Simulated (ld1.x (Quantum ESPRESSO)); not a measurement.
```
Element                 : cobalt (Co)
Generator               : ld1.x (Quantum ESPRESSO) 7.5
Type                    : norm-conserving Troullier–Martins (semilocal form)
Functional              : PBE
Relativity              : scalar-relativistic
Frozen core             : [Ne] 3s2
Valence charge          : 15
Reference configuration : 3p6 3d7 4s2 4p0
Partial waves           : 4s (bound): rc 2.50 bohr; 3d (bound): rc 1.25 bohr; 3p (bound): rc 1.15 bohr
Local potential         : the p channel
Core correction         : Bessel-smoothed model core inside 0.80 bohr
```

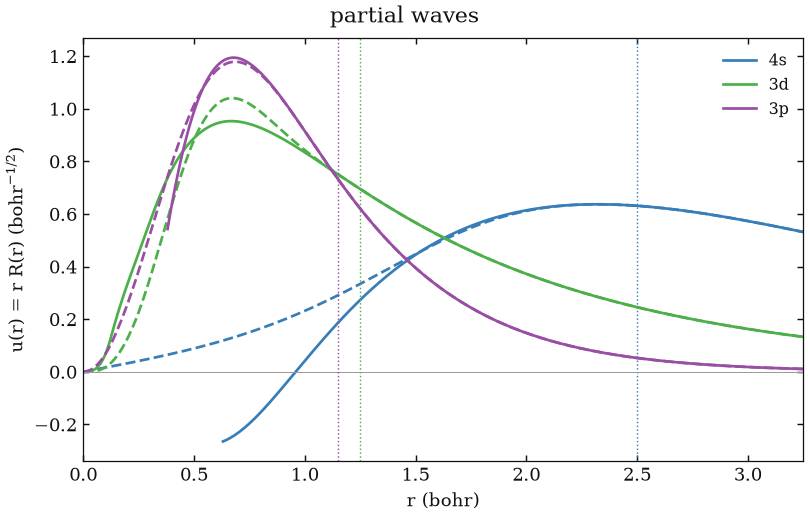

Partial waves u(r) = r R(r), all-electron (solid) and pseudo (dashed). Dotted lines mark the matching radii. The all-electron curves start outside the innermost oscillations, which aren't drawn.

Pseudo-waves: 4s has no node; 3d has no node; 3p has no node.

* Cutoffs needed: 140 Ry and 230 Ry (the cutoffs, on a coarse ladder, from which the occupation-weighted sum of valence levels, in a spherical-Bessel basis at the reference potential, stays within 10 and 1 mRy of its value at 400 Ry)
* Ghost test: no ghost state below the valence levels in the s, d, p channels (spherical-Bessel basis up to 400 Ry, 20 bohr box)
* Largest excitation error: -43 meV (all-electron minus pseudo) for 3p6 3d5 4s0 4p0, out of 7 test configurations
